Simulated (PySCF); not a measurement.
```xyz
10

C    -1.8693    0.2215    0.0894
C    -0.6727   -0.2155   -0.3552
S    -0.5680   -1.2693   -1.7187
C     0.5581    0.1960    0.3115
F     0.3935    1.0188    1.3693
C     1.8209   -0.1315    0.0165
F     2.8672    0.3048    0.6959
F     2.2046   -0.9176   -0.9693
H    -2.7770   -0.0812   -0.4005
H    -1.9484    0.8786    0.9386
```

Geometry: GFN2-xTB.

Computed with UKS B3LYP, pcH-1 on C F H S, non-relativistic, mean-field spin-orbit, GIAO in PySCF 2.14.0, density-fitted response routines.

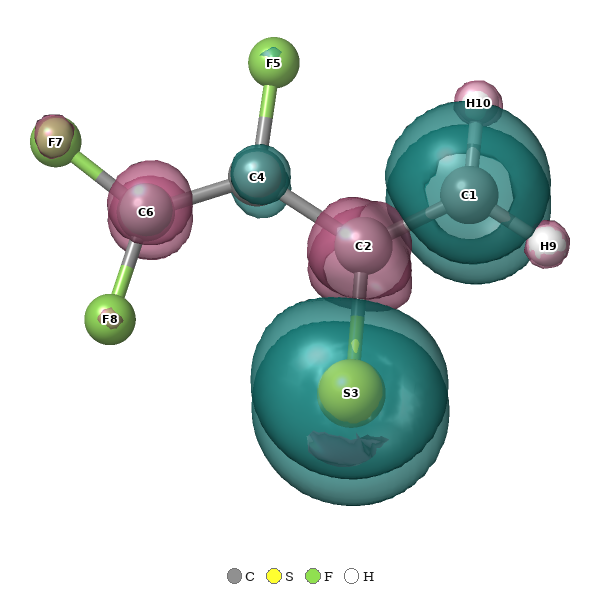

C$_{4}$H$_{2}$F$_{3}$S (SMILES [CH2]C(=S)C(F)=C(F)F) (doublet). Isosurfaces of the spin density at +0.015 (teal) and −0.015 e/Å³ (pink), seen at a tilt.

Describe the spin distribution.

Answer. The unpaired spin (1 electron) lies mostly on S3 (about 0.7) and C1 (about 0.3), in electrons by Hirshfeld's partition.
